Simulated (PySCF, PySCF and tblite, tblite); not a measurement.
# Allyl Fluoride (C₃H₅F): conformers and averaged spectra, part 2 of 2

PySCF and tblite. Atoms count from 0. Earlier steps stand in the parts before.

## Step 10: Couplings, conformer 2: B3LYP/pcJ-1

What the job is given:

```
{"job": {"xc": "B3LYP", "basis": "pcJ-1", "kind": "j"}, "charge": 0, "multiplicity": 1}
C      1.279089    -0.375324     0.366448
C      0.323801     0.481488     0.011360
C     -1.090905     0.092897    -0.255312
F     -1.292255    -1.248710    -0.088245
H      2.302618    -0.040809     0.550077
H      1.058329    -1.439324     0.481673
H      0.542717     1.549573    -0.105136
H     -1.772253     0.640948     0.422558
H     -1.373579     0.367648    -1.289384
```

Output:

```text
coarse grid: 7448 points
cycle   1  E = -217.0641552399  dE =  2.705e-01  |g| = 5.188e-01  |ddm| = 2.270e+00
cycle   2  E = -217.0206465074  dE =  4.351e-02  |g| = 7.473e-01  |ddm| = 8.747e-01
cycle   3  E = -217.1118595115  dE = -9.121e-02  |g| = 8.604e-02  |ddm| = 5.308e-01
cycle   4  E = -217.1130516674  dE = -1.192e-03  |g| = 4.445e-02  |ddm| = 8.562e-02
cycle   5  E = -217.1135079697  dE = -4.563e-04  |g| = 1.174e-02  |ddm| = 3.519e-02
cycle   6  E = -217.1135369903  dE = -2.902e-05  |g| = 3.284e-03  |ddm| = 9.293e-03
cycle   7  E = -217.1135394153  dE = -2.425e-06  |g| = 2.725e-04  |ddm| = 2.438e-03
final grid: 72088 points
cycle   8  E = -217.1491461502  dE = -8.819e-05  |g| = 5.596e-03  |ddm| = 1.174e-02
cycle   9  E = -217.1491415433  dE =  4.607e-06  |g| = 7.740e-03  |ddm| = 8.133e-03
cycle  10  E = -217.1491521874  dE = -1.064e-05  |g| = 7.877e-04  |ddm| = 4.721e-03
cycle  11  E = -217.1491522535  dE = -6.610e-08  |g| = 4.676e-04  |ddm| = 8.486e-04
cycle  12  E = -217.1491522975  dE = -4.402e-08  |g| = 1.304e-04  |ddm| = 3.626e-04
cycle  13  E = -217.1491523017  dE = -4.215e-09  |g| = 1.423e-05  |ddm| = 9.830e-05
cycle  14  E = -217.1491523017  dE = -3.922e-11  |g| = 2.656e-06  |ddm| = 1.024e-05
converged SCF energy = -217.1491523017

Indirect spin-spin couplings (Hz)
  i      j    bonds     total        FC       PSO       DSO        SD
  0 C    1 C    1     82.587    88.209    -9.935     0.146     4.166
  0 C    2 C    2     -2.463    -2.116    -0.288    -0.044    -0.014
  0 C    3 F    3     15.581    17.903    -2.189    -0.025    -0.108
  0 C    4 H    1    170.471   169.075     0.491     0.534     0.372
  0 C    5 H    1    170.423   169.109     0.314     0.611     0.390
  0 C    6 H    2     -1.941    -0.170    -1.199    -0.552    -0.019
  0 C    7 H    3      5.571     5.719     0.323    -0.434    -0.037
  0 C    8 H    3      5.576     5.723     0.321    -0.432    -0.036
  1 C    2 C    1     49.407    50.153    -1.804     0.232     0.827
  1 C    3 F    2     13.597    16.349    -3.387    -0.118     0.753
  1 C    4 H    2     -0.037     1.765    -1.268    -0.514    -0.021
  1 C    5 H    2     -2.917    -0.911    -1.477    -0.461    -0.068
  1 C    6 H    1    161.780   160.304     0.400     0.775     0.300
  1 C    7 H    2     -4.768    -4.735     0.002    -0.138     0.103
  1 C    8 H    2     -4.809    -4.777     0.002    -0.137     0.103
  2 C    3 F    1   -242.670  -285.179    21.805     0.659    20.046
  2 C    4 H    3     10.693    10.725     0.381    -0.479     0.066
  2 C    5 H    3      7.455     7.545     0.007    -0.086    -0.011
  2 C    6 H    2     15.211    15.320     0.032    -0.174     0.034
  2 C    7 H    1    153.388   152.529    -0.220     0.964     0.115
  2 C    8 H    1    153.256   152.397    -0.219     0.964     0.113
  3 F    4 H    4      4.299     4.858     1.087    -1.500    -0.146
  3 F    5 H    4      1.169     1.905    -1.828     1.105    -0.014
  3 F    6 H    3     24.966    26.667     0.553    -2.193    -0.060
  3 F    7 H    2     53.886    48.110    10.444    -1.442    -3.226
  3 F    8 H    2     53.900    48.131    10.439    -1.440    -3.229
  4 H    5 H    2      2.382     1.992     3.684    -3.452     0.158
  4 H    6 H    3     12.274    12.763     0.265    -0.725    -0.028
  4 H    7 H    4     -3.475    -3.370     1.573    -1.708     0.031
  4 H    8 H    4     -3.495    -3.390     1.571    -1.706     0.031
  5 H    6 H    3     18.666    18.929     2.701    -3.246     0.282
  5 H    7 H    4     -3.641    -3.411     1.320    -1.515    -0.035
  5 H    8 H    4     -3.659    -3.429     1.311    -1.506    -0.035
  6 H    7 H    3      2.845     2.763     0.569    -0.596     0.110
  6 H    8 H    3      2.827     2.746     0.576    -0.604     0.109
  7 H    8 H    2    -18.412   -18.837     2.123    -2.083     0.385
```

It took 14 s on 1 thread of Arm Neoverse V1, shared host; peak memory 0.7 GiB.

This run: HOMO -7.39 eV, LUMO -0.01 eV; dipole 1.72 D.

## Step 11: Excited states, conformer 1: wB97X-D/def2-SVPD

What the job is given:

```
{"job": {"xc": "wB97X-D", "basis": "def2-SVPD", "nstates": 8, "ntriplets": 0, "kind": "uv"}, "charge": 0, "multiplicity": 1}
C      1.383921     0.196203     0.145015
C      0.252359    -0.485740    -0.026223
C     -1.099129     0.136415    -0.124776
F     -1.993557    -0.513308     0.692574
H      2.355265    -0.303923     0.169570
H      1.383894     1.285472     0.259720
H      0.273330    -1.576991    -0.133369
H     -1.065310     1.204043     0.154178
H     -1.477211     0.063823    -1.161868
```

Output:

```text
coarse grid: 7448 points
cycle   1  E = -216.8451201877  dE =  3.339e-01  |g| = 4.560e-01  |ddm| = 3.683e+00
cycle   2  E = -216.8466812575  dE = -1.561e-03  |g| = 5.025e-01  |ddm| = 8.789e-01
cycle   3  E = -216.8861416766  dE = -3.946e-02  |g| = 4.014e-02  |ddm| = 4.046e-01
cycle   4  E = -216.8864491250  dE = -3.074e-04  |g| = 1.521e-02  |ddm| = 7.195e-02
cycle   5  E = -216.8865090654  dE = -5.994e-05  |g| = 3.159e-03  |ddm| = 3.533e-02
cycle   6  E = -216.8865120205  dE = -2.955e-06  |g| = 4.730e-04  |ddm| = 8.686e-03
final grid: 72088 points
cycle   7  E = -216.9188264549  dE = -6.777e-05  |g| = 5.401e-03  |ddm| = 1.001e-01
cycle   8  E = -216.9188264825  dE = -2.758e-08  |g| = 6.139e-03  |ddm| = 1.469e-02
cycle   9  E = -216.9188320531  dE = -5.571e-06  |g| = 2.844e-04  |ddm| = 3.800e-03
cycle  10  E = -216.9188320867  dE = -3.358e-08  |g| = 1.820e-04  |ddm| = 1.396e-03
cycle  11  E = -216.9188320946  dE = -7.937e-09  |g| = 2.747e-05  |ddm| = 3.834e-04
cycle  12  E = -216.9188320949  dE = -2.788e-10  |g| = 1.736e-05  |ddm| = 9.246e-05
converged SCF energy = -216.9188320949

Static polarisability (au): isotropic 39.820, principal 31.863 36.719 50.877

Singlet excitations
state   eV       nm        f      main configurations
  1   7.4528    166.4   0.36280   H->L 0.93
  2   7.8617    157.7   0.00687   H-1->L 0.91
  3   7.9495    156.0   0.06208   H->L+1 0.87
  4   8.5945    144.3   0.00485   H->L+3 0.71, H->L+2 0.09
  5   8.7167    142.2   0.05344   H-2->L 0.76, H->L+3 0.09
  6   8.8726    139.7   0.00639   H->L+2 0.79, H->L+3 0.10
  7   9.2603    133.9   0.00189   H-3->L 0.79, H-2->L 0.08
  8   9.7028    127.8   0.01802   H->L+4 0.80
```

It took 6.2 s on 1 thread of Arm Neoverse V1, shared host; peak memory 0.55 GiB.

This run: HOMO -9.89 eV, LUMO 1.56 eV; dipole 1.88 D; S1 7.45 eV.

## Step 12: Excited states, conformer 2: wB97X-D/def2-SVPD

What the job is given:

```
{"job": {"xc": "wB97X-D", "basis": "def2-SVPD", "nstates": 8, "ntriplets": 0, "kind": "uv"}, "charge": 0, "multiplicity": 1}
C      1.279089    -0.375324     0.366448
C      0.323801     0.481488     0.011360
C     -1.090905     0.092897    -0.255312
F     -1.292255    -1.248710    -0.088245
H      2.302618    -0.040809     0.550077
H      1.058329    -1.439324     0.481673
H      0.542717     1.549573    -0.105136
H     -1.772253     0.640948     0.422558
H     -1.373579     0.367648    -1.289384
```

Output:

```text
coarse grid: 7448 points
cycle   1  E = -216.8413975079  dE =  3.559e-01  |g| = 4.653e-01  |ddm| = 3.656e+00
cycle   2  E = -216.8416702473  dE = -2.727e-04  |g| = 5.166e-01  |ddm| = 1.004e+00
cycle   3  E = -216.8853050440  dE = -4.363e-02  |g| = 4.304e-02  |ddm| = 4.555e-01
cycle   4  E = -216.8856547047  dE = -3.497e-04  |g| = 1.641e-02  |ddm| = 7.199e-02
cycle   5  E = -216.8857248032  dE = -7.010e-05  |g| = 3.323e-03  |ddm| = 3.246e-02
cycle   6  E = -216.8857281840  dE = -3.381e-06  |g| = 9.637e-04  |ddm| = 8.226e-03
final grid: 72088 points
cycle   7  E = -216.9191732896  dE = -6.341e-05  |g| = 5.590e-03  |ddm| = 8.044e-02
cycle   8  E = -216.9191726879  dE =  6.017e-07  |g| = 6.584e-03  |ddm| = 1.397e-02
cycle   9  E = -216.9191793158  dE = -6.628e-06  |g| = 2.592e-04  |ddm| = 4.596e-03
cycle  10  E = -216.9191793459  dE = -3.012e-08  |g| = 1.668e-04  |ddm| = 1.674e-03
cycle  11  E = -216.9191793528  dE = -6.905e-09  |g| = 3.417e-05  |ddm| = 2.611e-04
cycle  12  E = -216.9191793533  dE = -4.731e-10  |g| = 1.109e-05  |ddm| = 1.008e-04
converged SCF energy = -216.9191793533

Static polarisability (au): isotropic 39.589, principal 31.135 37.241 50.391

Singlet excitations
state   eV       nm        f      main configurations
  1   7.5462    164.3   0.02924   H->L+1 0.90
  2   7.5989    163.2   0.43246   H->L 0.96
  3   8.2729    149.9   0.00308   H-1->L 0.72, H->L+2 0.17
  4   8.3640    148.2   0.00985   H->L+2 0.74, H-1->L 0.18
  5   8.7824    141.2   0.01821   H->L+3 0.79
  6   9.2854    133.5   0.00014   H-3->L 0.76
  7   9.3846    132.1   0.01346   H->L+4 0.76
  8   9.6607    128.3   0.01872   H-2->L 0.93
```

Wall time 6.2 s (1 thread of Arm Neoverse V1, shared host); peak memory 0.56 GiB.

Key values: HOMO -9.56 eV, LUMO 1.96 eV; dipole 1.75 D; S1 7.55 eV.

## Step 13: Boltzmann average: properties at PBE0/pcSseg-2

What the job is given:

```
{"job": {"study": "conf", "smiles": "C=CCF", "search": {"seed": 8470, "n_embed": 90, "ff_keep": 14, "window": 3.0, "nmax": 8, "temps": [180, 230, 298.15, 330, 400], "t_ref": 298.15, "order": 0.001, "geom": true}, "level": {"nmr": {"xc": "PBE0", "basis": "pcSseg-2"}, "sp": {"xc": "B3LYP", "basis": "def2-TZVP"}, "j": {"xc": "B3LYP", "basis": "pcJ-1", "top": 4}, "uv": {"xc": "wB97X-D", "basis": "def2-SVPD", "nstates": 8, "ntriplets": 0, "top": 4}}, "kind": "conf"}, "charge": 0, "multiplicity": 1}
C      1.383921     0.196203     0.145015
C      0.252359    -0.485740    -0.026223
C     -1.099129     0.136415    -0.124776
F     -1.993557    -0.513308     0.692574
H      2.355265    -0.303923     0.169570
H      1.383894     1.285472     0.259720
H      0.273330    -1.576991    -0.133369
H     -1.065310     1.204043     0.154178
H     -1.477211     0.063823    -1.161868
```

Output:

```text
conformer  sym    E(xTB)   E(DFT)   G(298.15 K)  weight  dipole/D
    1     C1      0.220    0.236    0.000   0.5977    1.760
    2     Cs      0.000    0.000    0.235   0.4023    1.662

mean shielding (ppm) by class
class atoms           180 K      230 K   298.15 K      330 K      400 K
  0 C  0             59.023     58.919     58.848     58.829     58.805
  1 C  1             35.528     35.474     35.438     35.428     35.416
  2 C  2             96.539      96.49     96.457     96.448     96.437
  3 F  3            418.471    418.078    417.809    417.737    417.646
  4 H  4             25.784     25.785     25.785     25.785     25.786
  5 H  5             25.597     25.604     25.608      25.61     25.611
  6 H  6             24.903     24.897     24.893     24.892     24.891
  7 H  7,8           26.368      26.37     26.372     26.372     26.373
```

Run time: 74 s. Hardware: 1 thread of Arm Neoverse V1, shared host. This counts the runs that the step sums up.

The search (ETKDG and KDG, MMFF94s, GFN2-xTB) embedded 90 structures, kept 2 distinct ones after the force field and 2 after xTB; 2 were carried on (window 3.0 kcal/mol at the search's own energies). Energies: B3LYP/def2-TZVP with D3(BJ).

The conformers at 298 K:

```
no.  group  mirror pair  ΔE xTB  ΔE DFT    ΔG  weight (%)  μ (D)  C0–C1–C2–F3 (°)      A, B, C (GHz)
  1     C1          yes    0.22    0.24  0.00        59.8   1.76             -132  29.54, 4.23, 4.06
  2     Cs           no    0.00    0.00  0.23        40.2   1.66                0  17.41, 6.05, 4.62
```

Energies in kcal/mol. ΔG holds xTB vibrations and rotation, symmetry numbers and mirror pairs.

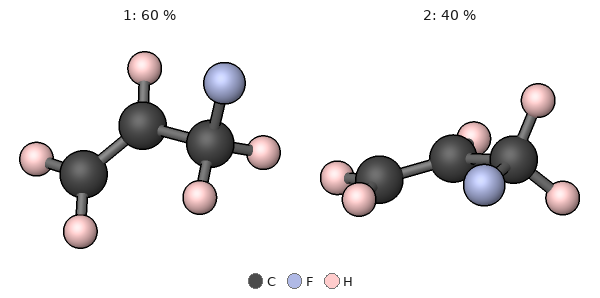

Conformers, most populated first.

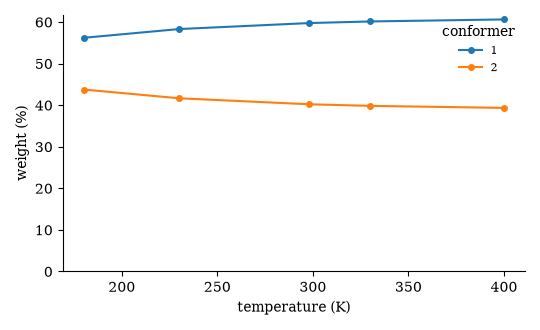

Weights against temperature.

Other ways of weighting, at the same temperature:

```
                                  scheme    1   2  mean μ (D)
                         DFT free energy   60  40        1.72
            DFT energy, symmetry counted   57  43        1.72
                        DFT energy alone   40  60        1.70
            xTB energy, symmetry counted   58  42        1.72
                         xTB free energy   60  40        1.72
                   lowest conformer only  100   0        1.76
                           equal weights   50  50        1.71
conformers found from three starts alone  100   0        1.76
```

Shifts against references run at the same level ($^{19}$F CFCl3 175.8, $^{13}$C TMS 184.1, $^{1}$H TMS 31.25 ppm of shielding), by class of atoms, at 298 K:

```csv
atoms,environment,no. 1,no. 2,average,measured
C1,alkene CH,149.7,147.2,148.7,–
C0,terminal =CH2 carbon,127.3,122.3,125.3,–
C2,allylic sp3 CH2 bonded to F,88.6,86.3,87.7,–
H6,hydrogen on an alkene CH,6.47,6.18,6.35,–
H5,hydrogen on a terminal =CH2 carbon,5.51,5.83,5.64,–
H4,hydrogen on a terminal =CH2 carbon,5.45,5.48,5.46,–
"H7, H8",hydrogen on an allylic sp3 CH2 bonded to F,4.83,4.94,4.87,–
F3,fluorine on an sp3 carbon,-234.5,-253.2,-242.0,-216.7
```

Measured: G. Saielli, R. Bini, A. Bagno, Computational 19F NMR. 2. Organic compounds, RSC Adv. 2014, ESI (exp. from Berger-Braun-Kalinowski 1994 and Everett 1995).

Couplings (Hz, B3LYP/pcJ-1; one pair named for each class), from conformers that hold 100 % of the weight:

```
 pair  bonds   no. 1   no. 2  average
C2–F3      1  -233.3  -242.7   -237.1
C0–H4      1   171.0   170.5    170.8
C0–H5      1   164.7   170.4    167.0
C1–H6      1   164.4   161.8    163.4
C2–H7      1   153.2   153.3    153.2
C0–C1      1    80.8    82.6     81.5
C1–C2      1    51.6    49.4     50.7
F3–H7      2    53.5    53.9     53.6
C1–F3      2    18.5    13.6     16.5
H7–H8      2   -12.7   -18.4    -15.0
C2–H6      2     1.5    15.2      7.0
C1–H7      2    -3.0    -4.8     -3.7
C1–H5      2    -1.7    -2.9     -2.2
H4–H5      2     1.8     2.4      2.0
C1–H4      2    -0.9     0.0     -0.6
H5–H6      3    18.8    18.7     18.8
F3–H6      3    10.5    25.0     16.3
C2–H4      3    15.2    10.7     13.4
C0–F3      3     9.9    15.6     12.2
H4–H6      3    11.7    12.3     11.9
C2–H5      3     8.7     7.5      8.2
C0–H7      3     6.4     5.6      6.0
H6–H7      3     7.4     2.8      5.5
F3–H5      4    -6.1     1.2     -3.2
H5–H7      4    -1.8    -3.6     -2.6
H4–H7      4    -1.7    -3.5     -2.4
```

Effective distances for nuclear Overhauser effects, ⟨r⁻⁶⟩^(−1/6) over all pairs of two classes (Å): H4···H5 1.87; H4···H6 2.46; H6···H7 2.67; H5···H7 2.87; H5···H6 3.09; H4···H7 3.97.

Lowest and brightest singlet by conformer (wB97X-D/def2-SVPD): no. 1 7.45 and 7.45 eV; no. 2 7.55 and 7.60 eV.

## Step 14: Results

The summary covers parts 1 to 2.

| quantity | value |
| --- | --- |
| conformers | 2; the first in weight is no. 1 (C1), 60 % at 298 K |
| root-mean-square dipole | 1.72 D |
| averaged $^{13}$C shifts (PBE0/pcSseg-2) | 148.7, 125.3, 87.7 ppm |
| averaged $^{1}$H shifts (PBE0/pcSseg-2) | 6.35, 5.64, 5.46, 4.87 ppm |
| averaged $^{19}$F shifts (PBE0/pcSseg-2) | -242.0 ppm |

**Reading.** At 298 K conformer 1 holds 60 % of the ensemble (56 % at 180 K, 61 % at 400 K). It is not the lowest in DFT energy (no. 2 is): its mirror image counts too, which doubles its weight. Among conformers over 5 %, C0 differs by 4.9 ppm, while the average moves by 0.2 ppm from 180 to 400 K. Against 1 measured $^{19}$F shift the average misses by 25.3 ppm, the leading conformer alone by 17.8 ppm. Vibration and solvent are missing from the shifts, so part of that gap is not the functional's. Among vicinal couplings, F3–H6 differs most between the conformers listed (10.5 for no. 1, 25.0 for no. 2; average 16.3 Hz).
